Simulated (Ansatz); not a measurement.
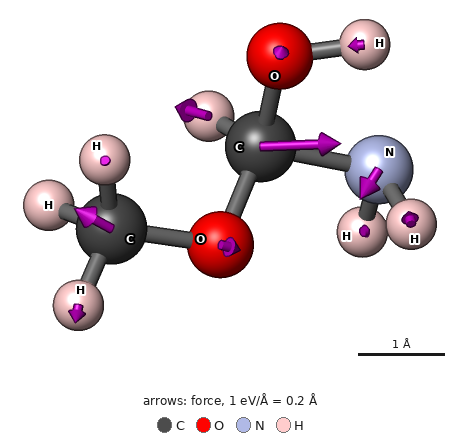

Starting geometry of C2H7NO2 (coarse preliminary run) with the computed forces as purple arrows. Style: ball-and-stick. Shown at a tilt.

The start comes from a force field.

These are results of RKS PBE-D4/def2-SVP in Ansatz, not measurements.

The input:
```yaml
crystal:
  periodic: [false, false, false]
  atoms:
    - {symbol: C, position_ang: [-1.625500, 0.457100, -0.105600]}
    - {symbol: O, position_ang: [-0.661900, -0.405600, 0.293500]}
    - {symbol: C, position_ang: [0.561900, -0.053000, -0.255000]}
    - {symbol: N, position_ang: [1.585100, -1.071300, 0.150900]}
    - {symbol: O, position_ang: [1.080600, 1.125900, 0.292900]}
    - {symbol: H, position_ang: [-1.759800, 0.532200, -1.209800]}
    - {symbol: H, position_ang: [-1.449500, 1.512100, 0.263600]}
    - {symbol: H, position_ang: [-2.586700, 0.176900, 0.292700]}
    - {symbol: H, position_ang: [0.560000, 0.047800, -1.290400]}
    - {symbol: H, position_ang: [1.227900, -1.919900, -0.324300]}
    - {symbol: H, position_ang: [1.247000, -1.293900, 1.140600]}
    - {symbol: H, position_ang: [1.897900, 0.836300, 0.785000]}
basis:
  gaussian: {orbitals: def2-SVP}
hamiltonian: {xc: pbe, dispersion: d4}
relax: {f_tol: 0.03, max_steps: 200}
```

Command:
```bash
ansatz run in.yaml --threads 4 --pin off --events-out ev --progress --plain --max-ram 10444MiB
```

**Is this structure relaxed? If not, where do the atoms go?**

It isn't relaxed: the largest force vector, on C3, is 5.02 eV/Å. The final displacements have little in common with the starting forces (cosine between the two patterns 0.27). Over 12 accepted moves (14 points after the start) the energy falls by 51.0 kJ/mol. Largest force component: 3.9 eV/Å at the start, 0.0067 eV/Å at the end. The line search rejected the trial steps at points 3, 9 of the run. H12 moves most after the best rigid fit: 0.48 Å. By element the largest moves are H 0.48 Å, O 0.24 Å, N 0.14 Å, C 0.14 Å. Some distances before and after: C3–H9 1.040 → 1.127 Å, C3–N4 1.500 → 1.432 Å, C1–O2 1.354 → 1.416 Å, N4–H11 1.069 → 1.030 Å. Bond angles that change, for instance: C3–N4–H10 101.3° → 110.3°, H10–N4–H11 98.3° → 107.1°, C3–N4–H11 100.1° → 108.1°. Groups turn about C3–O5 by about 45°. Cost: 12 s on 4 threads of Intel Xeon Platinum 8488C, with other jobs on the host.
